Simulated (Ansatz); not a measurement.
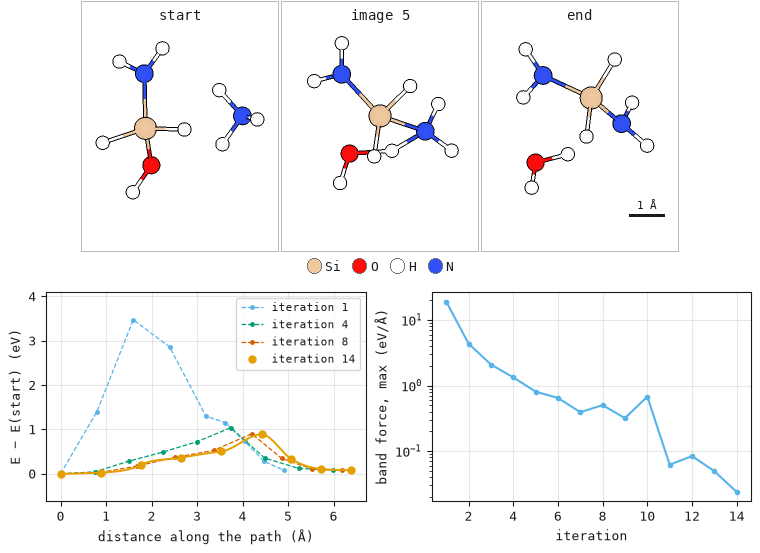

A nudged-elastic-band calculation for SiN₂H₈O, made up of SiNH$_{5}$O and NH3. Images are numbered from 0 (start) to 8 (end). The plot follows the band through its iterations. The picture is a ball-and-stick view, seen at a tilt.

All numbers below come from Ansatz, RKS PBE0-D4/def2-SVP. Settings: 7 movable images; climbing image; force threshold 0.03 eV/Å; iteration limit 60; spring constant 50.0 eV/Å²; starting path through a guess of the saddle point.

How did the profile develop, and is the result final?

Answer. The run is converged, with reservations. The band converged in 14 iterations. The largest component of the band force went from 19 to 0.024 eV/Å. The climbing image converged on the top of the path. Its curvatures weren't checked. The spring constant is far from the usual few eV/Å², which spoils the spacing or the steps. The first iteration put the highest image at 3.47 eV. The highest point, image 5, lies 0.89 eV above the start and 0.80 eV above the end; the end is at +0.08 eV relative to the start.

Limits of the set-up: the start holds two separate molecules, 2.3 Å apart at their closest, whose relative position is a soft coordinate.

Cost: 6 min on 2 threads of Arm Neoverse N1 (shared host), peak memory 0.21 GiB.
